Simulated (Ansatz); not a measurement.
**SiHCl3 + NH3: a complex and its separated parts**

Aim: how far the complex at one end of a reaction step lies below its separated, relaxed parts, level by level.

Program: Ansatz 0.2.0, Gaussian basis. Level of theory: PBE0-D4/def2-TZVP structures, single points in def2-TZVPP, no counterpoise correction. These are calculated values, not measurements.

Levels: SPW92, PBE-D4, BLYP-D4, r2SCAN-D4, B97M-V, PBE0-D4, B3LYP-D4, r2SCAN0-D4, BHLYP-D4, CAM-B3LYP-D4, wB97X-V, wB97M-V, B2PLYP, PBE-QIDH, RPA on PBE, Hartree-Fock, MP2, CCSD, CCSD(T).

Correlated methods freeze the cores. B3LYP uses VWN-RPA correlation. B2PLYP carries no dispersion term here.

94 further runs of the same task are left out: 94 set aside as unsound or not needed. Runs told in other sessions of the task aren't counted.

## Step 1: The system as given

The complex: 9 atoms, charge 0, spin multiplicity 1.

Atoms are counted from 1 here; the program's logs count them from 0.

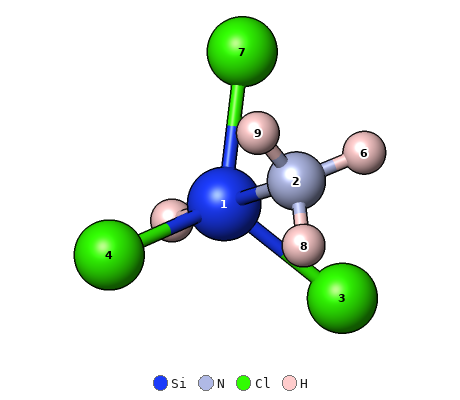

Start geometry, drawn with silicon blue, nitrogen light blue, chlorine green, hydrogen pink; atoms are numbered from 1 in the order of the file.

Geometry (Å):

```mol
Cl3H4NSi
  3D, bonds by distance, orders not assigned

  9  8  0  0  0  0  0  0  0  0999 V2000
   -0.9215    0.0644   -0.1045 Si  0  0
    1.1100   -0.0776    0.1259 N   0  0
   -0.5906   -1.0078   -1.8789 Cl  0  0
   -0.9963   -0.9760    1.7175 Cl  0  0
   -2.3860    0.1668   -0.2706 H   0  0
    1.5791    0.3672   -0.6573 H   0  0
   -0.5746    2.1349   -0.0837 Cl  0  0
    1.3863   -1.0540    0.1658 H   0  0
    1.3937    0.3820    0.9859 H   0  0
  1  2  8  0
  1  3  8  0
  1  4  8  0
  1  5  8  0
  1  7  8  0
  2  6  8  0
  2  8  8  0
  2  9  8  0
M  END
```

Its parts: SiHCl3 holds atoms 1, 3, 4, 5, 7; NH3 holds atoms 2, 6, 8, 9. Each part counts its atoms afresh in its own runs.

## Step 2: Relaxing SiHCl3 alone

Contents of relax-a/in.yaml:

```yaml
crystal:
  periodic: [false, false, false]
  atoms:
    - {symbol: Si, position_ang: [-0.921465, 0.064419, -0.104503]}
    - {symbol: Cl, position_ang: [-0.590647, -1.007810, -1.878929]}
    - {symbol: Cl, position_ang: [-0.996317, -0.976019, 1.717479]}
    - {symbol: H, position_ang: [-2.386039, 0.166816, -0.270603]}
    - {symbol: Cl, position_ang: [-0.574588, 2.134908, -0.083670]}
basis:
  gaussian: {orbitals: def2-TZVP}
hamiltonian: {xc: pbe0, dispersion: d4}
relax: {f_tol: 0.005, max_steps: 200}
```

The run is started by

```
$ ansatz run in.yaml --threads 8 --pin off --events-out ev --progress --plain --max-ram 19148MiB
```

Log, shortened:

```text
Functional definition: PBE0
  name "PBE0"
  cite "Adamo & Barone, J. Chem. Phys. 110, 6158 (1999) doi:10.1063/1.478522"
  cite "Perdew, Burke & Ernzerhof, Phys. Rev. Lett. 77, 3865 (1996) doi:10.1103/PhysRevLett.77.3865"
  parent pbe
[...]
1116 factors; their error is unknown
[...]
mean field -45450.96684732 eV, -1670.2922238670 hartree, gradient 1.9e-5 eV, S^2 0.000000; 0 other end points of the search recorded, 0 dependent functions left out
[...]
reference -45450.96687519 eV, -1670.2922248914 hartree; 33, 33 occupied and 121, 121 virtual orbitals, 1116 factors
[...]
reference -45451.94890245 eV, -1670.3283137275 hartree; 33, 33 occupied and 121, 121 virtual orbitals, 1116 factors
Total energy: -45452.10817042 eV, -1670.3341667176 hartree
Atom 0 at    -1.204343     0.084190    -0.136580 Å, force     0.001803    -0.000130     0.000191 eV/Å
Atom 1 at    -0.415798    -0.931839    -1.706802 Å, force     0.000115     0.000486     0.000869 eV/Å
Atom 2 at    -0.787372    -0.902725     1.587323 Å, force     0.000303     0.000469    -0.000824 eV/Å
Atom 3 at    -2.660473     0.185982    -0.301730 Å, force    -0.002327     0.000164    -0.000257 eV/Å
Atom 4 at    -0.401070     1.946705    -0.062438 Å, force     0.000106    -0.000988     0.000022 eV/Å
Dipole moment:    -0.160353     0.011211    -0.018183 e Å
```

It took 6.5 s on 8 threads of Arm Neoverse V1, shared host.

The steps of the relaxation:

| step | energy from step 1 (eV) | largest force component (eV/Å) |
| --- | --- | --- |
| 1 | 0.0000 | 2.8866 |
| 2 | -0.7805 | 1.0887 |
| 3 | -0.9668 | 0.3147 |
| 4 | -0.9898 | 0.0660 |
| 5 | -0.9902 | 0.0023 |

Close pairs (by a distance rule), those that changed most:

| bond | before (Å) | after (Å) | change (Å) |
| --- | --- | --- | --- |
| Si1–Cl3 | 2.099 | 2.030 | -0.070 |
| Si1–Cl2 | 2.099 | 2.030 | -0.070 |
| Si1–Cl5 | 2.099 | 2.030 | -0.070 |
| Si1–H4 | 1.478 | 1.469 | -0.009 |

## Step 3: Relaxing NH3 alone

Contents of relax-b/in.yaml:

```yaml
crystal:
  periodic: [false, false, false]
  atoms:
    - {symbol: N, position_ang: [1.109978, -0.077609, 0.125894]}
    - {symbol: H, position_ang: [1.579075, 0.367221, -0.657258]}
    - {symbol: H, position_ang: [1.386305, -1.053980, 0.165824]}
    - {symbol: H, position_ang: [1.393700, 0.381954, 0.985868]}
basis:
  gaussian: {orbitals: def2-TZVP}
hamiltonian: {xc: pbe0, dispersion: d4}
relax: {f_tol: 0.005, max_steps: 200}
```

The run is started by

```
$ ansatz run in.yaml --threads 8 --pin off --events-out ev --progress --plain --max-ram 19148MiB
```

Log, shortened:

```text
[... 5 set-up lines as earlier in the session ...]
[...]
287 factors; their error is unknown
[...]
mean field -1537.79240241 eV, -56.5128284354 hartree, gradient 1.8e-5 eV, S^2 0.000000; 0 other end points of the search recorded, 0 dependent functions left out
[...]
Total energy: -1537.80844355 eV, -56.5134179364 hartree
Atom 0 at     1.087918    -0.076066     0.123391 Å, force    -0.000008     0.000001    -0.000001 eV/Å
Atom 1 at     1.584521     0.359614    -0.643986 Å, force     0.000001    -0.000004     0.000008 eV/Å
Atom 2 at     1.394668    -1.040085     0.166643 Å, force     0.000003     0.000008     0.000000 eV/Å
Atom 3 at     1.401951     0.374123     0.974280 Å, force     0.000003    -0.000004    -0.000007 eV/Å
Dipole moment:     0.349531    -0.024445     0.039653 e Å
```

It took 0.75 s on 8 threads of Arm Neoverse V1, shared host.

The steps of the relaxation:

| step | energy from step 1 (eV) | largest force component (eV/Å) |
| --- | --- | --- |
| 1 | 0.0000 | 0.2600 |
| 2 | -0.0055 | 0.1388 |
| 3 | -0.0068 | 0.0646 |
| 4 | -0.0069 | 0.0092 |
| 5 | -0.0069 | 0.0000 |

Distances of close pairs at the start and the end, largest changes first:

| bond | before (Å) | after (Å) | change (Å) |
| --- | --- | --- | --- |
| N1–H2 | 1.016 | 1.013 | -0.003 |
| N1–H3 | 1.016 | 1.013 | -0.003 |
| N1–H4 | 1.016 | 1.013 | -0.003 |

## Step 4: SPW92/def2-TZVPP

Contents of parta/in.yaml:

```yaml
crystal:
  periodic: [false, false, false]
  atoms:
    - {symbol: Si, position_ang: [-1.204343, 0.084190, -0.136580]}
    - {symbol: Cl, position_ang: [-0.415798, -0.931839, -1.706802]}
    - {symbol: Cl, position_ang: [-0.787372, -0.902725, 1.587323]}
    - {symbol: H, position_ang: [-2.660473, 0.185982, -0.301730]}
    - {symbol: Cl, position_ang: [-0.401070, 1.946705, -0.062438]}
basis:
  gaussian: {orbitals: def2-TZVPP}
hamiltonian: {xc: lda}
```

Contents of partb/in.yaml:

```yaml
crystal:
  periodic: [false, false, false]
  atoms:
    - {symbol: N, position_ang: [1.087918, -0.076066, 0.123391]}
    - {symbol: H, position_ang: [1.584521, 0.359614, -0.643986]}
    - {symbol: H, position_ang: [1.394668, -1.040085, 0.166643]}
    - {symbol: H, position_ang: [1.401951, 0.374123, 0.974280]}
basis:
  gaussian: {orbitals: def2-TZVPP}
hamiltonian: {xc: lda}
```

Each run has its own folder and the same command.

The run is started by

```
$ ansatz run in.yaml --threads 8 --pin off --events-out ev --progress --plain --max-ram 19148MiB
```

Output in parta, shortened:

```text
Functional definition: SPW92
  name "SPW92"
  cite "Dirac, Proc. Camb. Phil. Soc. 26, 376 (1930) doi:10.1017/S0305004100016108"
  cite "Slater, Phys. Rev. 81, 385 (1951) doi:10.1103/PhysRev.81.385"
  cite "Perdew & Wang, Phys. Rev. B 45, 13244 (1992) doi:10.1103/PhysRevB.45.13244"
[...]
1229 factors; their error is unknown
[...]
mean field -45314.66759387 eV, -1665.2833186897 hartree, gradient 1.4e-5 eV, S^2 0.000000; 0 other end points of the search recorded, 0 dependent functions left out
reference -45314.66762851 eV, -1665.2833199627 hartree; 33, 33 occupied and 149, 149 virtual orbitals, 1229 factors
Total energy: -45314.66762851 eV, -1665.2833199627 hartree
```

Output in partb, shortened:

```text
[... 5 set-up lines as earlier in the session ...]
[...]
332 factors; their error is unknown
[...]
mean field -1526.58938441 eV, -56.1011251175 hartree, gradient 8.6e-5 eV, S^2 0.000000; 0 other end points of the search recorded, 0 dependent functions left out
reference -1526.58940381 eV, -56.1011258305 hartree; 5, 5 occupied and 68, 68 virtual orbitals, 332 factors
Total energy: -1526.58940381 eV, -56.1011258305 hartree
```

They took 0.55 s (parta), 0.15 s (partb) on 8 threads of Arm Neoverse V1, shared host.

## Step 5: PBE-D4/def2-TZVPP

Each input of step 4 (parta, partb) changes in the same lines:

```diff
-hamiltonian: {xc: lda}
+hamiltonian: {xc: pbe, dispersion: d4}
```

Each run has its own folder and the same command.

The run is started by

```
$ ansatz run in.yaml --threads 8 --pin off --events-out ev --progress --plain --max-ram 19148MiB
```

Log of parta, shortened:

```text
Functional definition: PBE
  name "PBE"
[... 2 set-up lines as earlier in the session ...]
[...]
1229 factors; their error is unknown
[...]
mean field -45448.12464885 eV, -1670.1877749999 hartree, gradient 2.1e-5 eV, S^2 0.000000; 0 other end points of the search recorded, 0 dependent functions left out
reference -45448.12468585 eV, -1670.1877763598 hartree; 33, 33 occupied and 149, 149 virtual orbitals, 1229 factors
Total energy: -45448.31174557 eV, -1670.1946506774 hartree
```

Log of partb, shortened:

```text
[... 4 set-up lines as earlier in the session ...]
[...]
332 factors; their error is unknown
[...]
mean field -1537.73152810 eV, -56.5105913457 hartree, gradient 5.8e-5 eV, S^2 0.000000; 0 other end points of the search recorded, 0 dependent functions left out
reference -1537.73154845 eV, -56.5105920935 hartree; 5, 5 occupied and 68, 68 virtual orbitals, 332 factors
Total energy: -1537.74292639 eV, -56.5110102252 hartree
```

Wall times: 0.8 s (parta), 0.2 s (partb) on 8 threads of Arm Neoverse V1, shared host.

## Step 6: BLYP-D4/def2-TZVPP

The same edit goes into each in.yaml of step 5 (parta, partb):

```diff
-hamiltonian: {xc: pbe, dispersion: d4}
+hamiltonian: {xc: {name: BLYP}, dispersion: d4}
```

One command serves all of them, each in its own folder.

The run is started by

```
$ ansatz run in.yaml --threads 8 --pin off --events-out ev --progress --plain --max-ram 19148MiB
```

parta printed, shortened:

```text
Functional definition: BLYP
  name "BLYP"
  cite "Becke, Phys. Rev. A 38, 3098 (1988) doi:10.1103/PhysRevA.38.3098"
  cite "Lee, Yang & Parr, Phys. Rev. B 37, 785 (1988) doi:10.1103/PhysRevB.37.785"
[...]
1229 factors; their error is unknown
[...]
mean field -45467.10452318 eV, -1670.8852725167 hartree, gradient 1.4e-5 eV, S^2 0.000000; 0 other end points of the search recorded, 0 dependent functions left out
reference -45467.10487858 eV, -1670.8852855771 hartree; 33, 33 occupied and 149, 149 virtual orbitals, 1229 factors
Total energy: -45467.51092111 eV, -1670.9002073648 hartree
```

Output in partb, shortened:

```text
[... 4 set-up lines as earlier in the session ...]
[...]
332 factors; their error is unknown
[...]
mean field -1539.10791678 eV, -56.5611726968 hartree, gradient 5.4e-5 eV, S^2 0.000000; 0 other end points of the search recorded, 0 dependent functions left out
reference -1539.10810235 eV, -56.5611795166 hartree; 5, 5 occupied and 68, 68 virtual orbitals, 332 factors
Total energy: -1539.13555169 eV, -56.5621882609 hartree
```

Times: 0.85 s (parta), 0.2 s (partb) on 8 threads of Arm Neoverse V1, shared host.

## Step 7: r2SCAN-D4/def2-TZVPP

The same edit goes into each in.yaml of step 6 (parta, partb):

```diff
-hamiltonian: {xc: {name: BLYP}, dispersion: d4}
+hamiltonian: {xc: r2scan, dispersion: d4}
```

The same command starts each run, in its folder.

The run is started by

```
$ ansatz run in.yaml --threads 8 --pin off --events-out ev --progress --plain --max-ram 19148MiB
```

Log of parta, shortened:

```text
Functional definition: r2SCAN
  name "r2SCAN"
  cite "Furness, Kaplan, Ning, Perdew & Sun, J. Phys. Chem. Lett. 11, 8208 (2020) doi:10.1021/acs.jpclett.0c02405"
  cite "Furness, Kaplan, Ning, Perdew & Sun, J. Phys. Chem. Lett. 11, 9248 (2020) doi:10.1021/acs.jpclett.0c03077"
  parent r2scan
[...]
1229 factors; their error is unknown
[...]
mean field -45464.48478276 eV, -1670.7889988318 hartree, gradient 5.5e-5 eV, S^2 0.000000; 0 other end points of the search recorded, 0 dependent functions left out
reference -45464.48479198 eV, -1670.7889991706 hartree; 33, 33 occupied and 149, 149 virtual orbitals, 1229 factors
Total energy: -45464.52523139 eV, -1670.7904852917 hartree
```

Log of partb, shortened:

```text
[... 5 set-up lines as earlier in the session ...]
[...]
332 factors; their error is unknown
[...]
mean field -1538.76470391 eV, -56.5485598566 hartree, gradient 3.0e-5 eV, S^2 0.000000; 0 other end points of the search recorded, 0 dependent functions left out
reference -1538.76471037 eV, -56.5485600939 hartree; 5, 5 occupied and 68, 68 virtual orbitals, 332 factors
Total energy: -1538.76742332 eV, -56.5486597931 hartree
```

They took 1.9 s (parta), 0.5 s (partb) on 8 threads of Arm Neoverse V1, shared host.

## Step 8: B97M-V/def2-TZVPP

The same edit goes into each in.yaml of step 7 (parta, partb):

```diff
-hamiltonian: {xc: r2scan, dispersion: d4}
+hamiltonian: {xc: {name: B97M-V}}
```

One command serves all of them, each in its own folder.

The run is started by

```
$ ansatz run in.yaml --threads 8 --pin off --events-out ev --progress --plain --max-ram 19148MiB
```

Output in parta, shortened:

```text
Functional definition: B97M-V
  name "B97M-V"
  cite "Mardirossian & Head-Gordon, J. Chem. Phys. 142, 074111 (2015) doi:10.1063/1.4907719"
  cite "Becke, J. Chem. Phys. 107, 8554 (1997) doi:10.1063/1.475007"
  cite "Vydrov & Van Voorhis, J. Chem. Phys. 133, 244103 (2010) doi:10.1063/1.3521275"
  # Of w^i u^j: cxij and so on, Table III.
[...]
  gx(w, u) = cx00 + cx01*u + cx02*u^2 + (cx10 + cx11*u)*w
[...]
  gos(w, u) = cos00 + cos01*u + cos03*u^3 + cos10*w + cos32*w^3*u^2
[...]
      + integral(e_c_pw_mod_opposite_spin*gos(b97_w_opposite, b97_u_opposite)) + vv10(b, c)
1229 factors; their error is unknown
[...]
mean field -45455.90611237 eV, -1670.4737385099 hartree, gradient 6.3e-5 eV, S^2 0.000000; 0 other end points of the search recorded, 0 dependent functions left out
reference -45455.90616088 eV, -1670.4737402926 hartree; 33, 33 occupied and 149, 149 virtual orbitals, 1229 factors
Total energy: -45455.90616088 eV, -1670.4737402926 hartree
```

partb printed, shortened:

```text
[... 5 set-up lines as earlier in the session ...]
  # Of w^i u^j: cxij and so on, Table III.
[...]
  gx(w, u) = cx00 + cx01*u + cx02*u^2 + (cx10 + cx11*u)*w
[...]
  gos(w, u) = cos00 + cos01*u + cos03*u^3 + cos10*w + cos32*w^3*u^2
[...]
      + integral(e_c_pw_mod_opposite_spin*gos(b97_w_opposite, b97_u_opposite)) + vv10(b, c)
332 factors; their error is unknown
[...]
mean field -1539.38744124 eV, -56.5714450312 hartree, gradient 4.5e-5 eV, S^2 0.000000; 0 other end points of the search recorded, 0 dependent functions left out
reference -1539.38747406 eV, -56.5714462375 hartree; 5, 5 occupied and 68, 68 virtual orbitals, 332 factors
Total energy: -1539.38747406 eV, -56.5714462375 hartree
```

They took 2.9 s (parta), 0.4 s (partb) on 8 threads of Arm Neoverse V1, shared host.

## Step 9: PBE0-D4/def2-TZVPP

The same edit goes into each in.yaml of step 8 (parta, partb):

```diff
-hamiltonian: {xc: {name: B97M-V}}
+hamiltonian: {xc: pbe0, dispersion: d4}
+output: {orbitals: {seedname: orbitals}}
```

One command serves all of them, each in its own folder.

The run is started by

```
$ ansatz run in.yaml --threads 8 --pin off --events-out ev --progress --plain --max-ram 19148MiB
```

parta printed, shortened:

```text
[... 5 set-up lines as earlier in the session ...]
[...]
1325 factors; their error is unknown
[...]
mean field -45451.95897080 eV, -1670.3286837324 hartree, gradient 1.9e-5 eV, S^2 0.000000; 0 other end points of the search recorded, 0 dependent functions left out
reference -45451.95899861 eV, -1670.3286847547 hartree; 33, 33 occupied and 149, 149 virtual orbitals, 1325 factors
Total energy: -45452.11826659 eV, -1670.3345377450 hartree
```

partb printed, shortened:

```text
[... 5 set-up lines as earlier in the session ...]
[...]
332 factors; their error is unknown
[...]
mean field -1537.87184184 eV, -56.5157477807 hartree, gradient 6.9e-6 eV, S^2 0.000000; 0 other end points of the search recorded, 0 dependent functions left out
reference -1537.87185776 eV, -56.5157483655 hartree; 5, 5 occupied and 68, 68 virtual orbitals, 332 factors
Total energy: -1537.88097352 eV, -56.5160833637 hartree
```

Times: 1.3 s (parta), 0.2 s (partb) on 8 threads of Arm Neoverse V1, shared host.

## Step 10: B3LYP-D4/def2-TZVPP

Each input of step 9 (parta, partb) changes in the same lines:

```diff
-hamiltonian: {xc: pbe0, dispersion: d4}
-output: {orbitals: {seedname: orbitals}}
+hamiltonian: {xc: {name: B3LYP}, dispersion: d4}
```

Each run has its own folder and the same command.

The run is started by

```
$ ansatz run in.yaml --threads 8 --pin off --events-out ev --progress --plain --max-ram 19148MiB
```

parta printed, shortened:

```text
Functional definition: B3LYP
  name "B3LYP"
  cite "Stephens, Devlin, Chabalowski & Frisch, J. Phys. Chem. 98, 11623 (1994) doi:10.1021/j100096a001"
[... 2 set-up lines as earlier in the session ...]
  cite "Vosko, Wilk & Nusair, Can. J. Phys. 58, 1200 (1980) doi:10.1139/p80-159"
[...]
1289 factors; their error is unknown
[...]
mean field -45469.22005702 eV, -1670.9630169514 hartree, gradient 6.1e-5 eV, S^2 0.000000; 0 other end points of the search recorded, 0 dependent functions left out
reference -45469.22032313 eV, -1670.9630267305 hartree; 33, 33 occupied and 149, 149 virtual orbitals, 1289 factors
Total energy: -45469.53044306 eV, -1670.9744234279 hartree
```

partb printed, shortened:

```text
[... 6 set-up lines as earlier in the session ...]
[...]
332 factors; their error is unknown
[...]
mean field -1539.85469694 eV, -56.5886163614 hartree, gradient 2.4e-5 eV, S^2 0.000000; 0 other end points of the search recorded, 0 dependent functions left out
reference -1539.85483655 eV, -56.5886214921 hartree; 5, 5 occupied and 68, 68 virtual orbitals, 332 factors
Total energy: -1539.87289738 eV, -56.5892852154 hartree
```

They took 1.1 s (parta), 0.2 s (partb) on 8 threads of Arm Neoverse V1, shared host.

## Step 11: r2SCAN0-D4/def2-TZVPP

Each input of step 10 (parta, partb) changes in the same lines:

```diff
-hamiltonian: {xc: {name: B3LYP}, dispersion: d4}
+hamiltonian: {xc: {name: r2SCAN0}, dispersion: d4}
```

One command serves all of them, each in its own folder.

The run is started by

```
$ ansatz run in.yaml --threads 8 --pin off --events-out ev --progress --plain --max-ram 19148MiB
```

Log of parta, shortened:

```text
Functional definition: r2SCAN0
  name "r2SCAN0"
  cite "Bursch, Neugebauer, Ehlert & Grimme, J. Chem. Phys. 156, 134105 (2022) doi:10.1063/5.0086040"
[... 3 set-up lines as earlier in the session ...]
[...]
1325 factors; their error is unknown
[...]
mean field -45464.14122804 eV, -1670.7763734288 hartree, gradient 4.8e-5 eV, S^2 0.000000; 0 other end points of the search recorded, 0 dependent functions left out
reference -45464.14123539 eV, -1670.7763736988 hartree; 33, 33 occupied and 149, 149 virtual orbitals, 1325 factors
Total energy: -45464.19145385 eV, -1670.7782191932 hartree
```

partb printed, shortened:

```text
[... 6 set-up lines as earlier in the session ...]
[...]
332 factors; their error is unknown
[...]
mean field -1538.56924745 eV, -56.5413769639 hartree, gradient 4.4e-5 eV, S^2 0.000000; 0 other end points of the search recorded, 0 dependent functions left out
reference -1538.56925253 eV, -56.5413771508 hartree; 5, 5 occupied and 68, 68 virtual orbitals, 332 factors
Total energy: -1538.57225385 eV, -56.5414874472 hartree
```

They took 2.3 s (parta), 0.45 s (partb) on 8 threads of Arm Neoverse V1, shared host.

## Step 12: BHLYP-D4/def2-TZVPP

Each input of step 11 (parta, partb) changes in the same lines:

```diff
-hamiltonian: {xc: {name: r2SCAN0}, dispersion: d4}
+hamiltonian: {xc: {name: BHLYP}, dispersion: d4}
```

The same command starts each run, in its folder.

The run is started by

```
$ ansatz run in.yaml --threads 8 --pin off --events-out ev --progress --plain --max-ram 19148MiB
```

parta printed, shortened:

```text
Functional definition: BHLYP
  name "BHLYP"
  cite "Becke, J. Chem. Phys. 98, 1372 (1993) doi:10.1063/1.464304"
[... 2 set-up lines as earlier in the session ...]
[...]
1401 factors; their error is unknown
[...]
mean field -45467.62060200 eV, -1670.9042380634 hartree, gradient 8.5e-5 eV, S^2 0.000000; 0 other end points of the search recorded, 0 dependent functions left out
reference -45467.62078420 eV, -1670.9042447590 hartree; 33, 33 occupied and 149, 149 virtual orbitals, 1401 factors
Total energy: -45467.88998812 eV, -1670.9141378208 hartree
```

Log of partb, shortened:

```text
[... 5 set-up lines as earlier in the session ...]
[...]
346 factors; their error is unknown
[...]
mean field -1538.73562576 eV, -56.5474912542 hartree, gradient 7.6e-5 eV, S^2 0.000000; 0 other end points of the search recorded, 0 dependent functions left out
reference -1538.73572241 eV, -56.5474948059 hartree; 5, 5 occupied and 68, 68 virtual orbitals, 346 factors
Total energy: -1538.74642256 eV, -56.5478880293 hartree
```

Wall times: 1.1 s (parta), 0.2 s (partb) on 8 threads of Arm Neoverse V1, shared host.

[end of part 1 of 2]
